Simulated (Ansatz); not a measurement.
# BH2ClO (SMILES OBCl): HF/def2-SVPD

Aim: the energy change on altering one bond length of BH2ClO at HF/def2-SVPD, from 2 runs. 

The results are computed with Ansatz 0.2.0.

64 further runs of the same task are left out: 64 set aside as unsound or not needed.

## Step 1: The structure to begin with

The species is BH2ClO (5 atoms), meant as a singlet with charge 0. SMILES: `OBCl`. Geometry: relaxed at PBE0-D4/def2-TZVP. This is one conformer, not always the lowest.

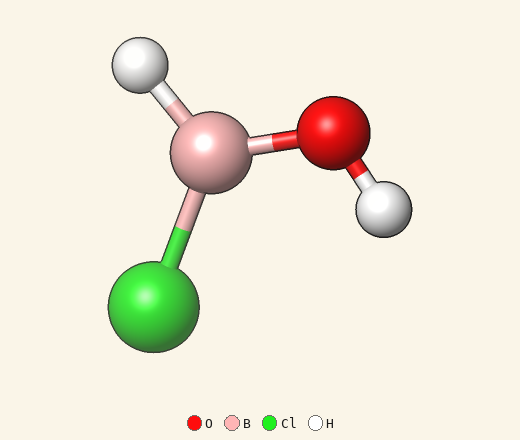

The structure, seen from a chosen angle (oxygen red, boron pink, chlorine green, hydrogen white).

## Step 2: The energy at HF/def2-SVPD

The input, input.yaml:

```yaml
crystal:
  periodic: [false, false, false]
  atoms:
    - {symbol: O, position_ang: [-0.863300, -0.618600, -0.002900]}
    - {symbol: B, position_ang: [0.379000, -0.137200, 0.137900]}
    - {symbol: Cl, position_ang: [0.788600, 1.496000, -0.395300]}
    - {symbol: H, position_ang: [-1.477700, 0.001200, -0.409700]}
    - {symbol: H, position_ang: [1.223300, -0.815100, 0.628600]}
basis:
  gaussian:
    orbitals: def2-SVPD
output:
  orbitals: {seedname: orbitals}
accuracy: high
hamiltonian:
  xc: hf
```

Run with:

```console
$ ansatz run input.yaml --threads 1 --pin off --max-ram 3480MiB --events-out events.jsonl --progress --plain --runs-dir runs
```

Log:

```text
Warning: RAYON_NUM_THREADS=1 ignored (pool sized by the plan → 1); use --threads N
Functional definition: HF
  name "HF"
  exchange = exact_x
  correlation = 0
1663 factors; integrals over basis functions are off by at most 3.7e-9 eV
mean field evaluation 1: about -15238.9409 eV, gradient 3.2e1 eV
mean field evaluation 2: about -15238.9441 eV, gradient 3.2e1 eV
mean field evaluation 4: about -15241.0110 eV, gradient 2.6e0 eV
mean field evaluation 8: about -15241.0364 eV, gradient 1.4e-4 eV
mean field -15241.03642933 eV, -560.0977580323 hartree, gradient 4.0e-8 eV, S^2 0.000000; 0 other end points of the search recorded, 0 dependent functions left out
reference -15241.03642933 eV, -560.0977580323 hartree; 16, 16 occupied and 70, 70 virtual orbitals, 1663 factors
Total energy: -15241.03642933 eV, -560.0977580323 hartree
```

It took 1.5 s on 1 thread of Arm Neoverse V2, shared host; peak memory 0.19 GiB.

## Step 3: The distorted shape at the same level

The input, run.yaml:

```yaml
crystal:
  periodic: [false, false, false]
  atoms:
    - {symbol: O, position_ang: [-1.285480, -0.279626, -0.248268]}
    - {symbol: B, position_ang: [-0.043180, 0.201774, -0.107468]}
    - {symbol: Cl, position_ang: [0.366420, 1.834974, -0.640668]}
    - {symbol: H, position_ang: [-1.899880, 0.340174, -0.655068]}
    - {symbol: H, position_ang: [1.223300, -0.815100, 0.628600]}
basis:
  gaussian:
    orbitals: def2-SVPD
output: {orbitals: {seedname: orbitals}}
hamiltonian:
  xc: hf
accuracy: high
```

Run with:

```console
$ ansatz run run.yaml --threads 1 --pin off --max-ram 3480MiB --events-out events.jsonl --progress --plain --runs-dir runs
```

Log:

```text
Warning: RAYON_NUM_THREADS=1 ignored (pool sized by the plan → 1); use --threads N
[... 4 set-up lines as earlier in the session ...]
1682 factors; integrals over basis functions are off by at most 3.9e-9 eV
mean field evaluation 1: about -15236.7602 eV, gradient 3.2e1 eV
mean field evaluation 2: about -15236.7631 eV, gradient 3.2e1 eV
mean field evaluation 4: about -15238.9135 eV, gradient 2.6e0 eV
mean field evaluation 8: about -15238.9423 eV, gradient 2.1e-4 eV
mean field -15238.94231802 eV, -560.0208008613 hartree, gradient 5.1e-8 eV, S^2 0.000000; 0 other end points of the search recorded, 0 dependent functions left out
reference -15238.94231802 eV, -560.0208008613 hartree; 16, 16 occupied and 70, 70 virtual orbitals, 1682 factors
Total energy: -15238.94231802 eV, -560.0208008613 hartree
```

Wall time 2.1 s (1 thread of Arm Neoverse V2, shared host); peak memory 0.2 GiB.

## Step 4: What came out

Level: HF/def2-SVPD.

| quantity | value |
| --- | --- |
| first shape: total energy | -560.09776 Eh |
| first shape: HOMO energy | -12.63 eV |
| first shape: LUMO energy | 1.74 eV |
| first shape: HOMO–LUMO gap | 14.38 eV |
| distorted shape: total energy | -560.02080 Eh |
| distorted shape: HOMO energy | -11.29 eV |
| distorted shape: LUMO energy | 1.74 eV |
| distorted shape: HOMO–LUMO gap | 13.04 eV |
| energy change with the B2–H5 bond stretched from 1.189 to 1.783 Å | 2.094 eV |

With the B2–H5 bond stretched from 1.189 to 1.783 Å the energy rises by 2.09 eV (48 kcal/mol). The first shape isn't relaxed at this level, so the change isn't measured from a minimum.
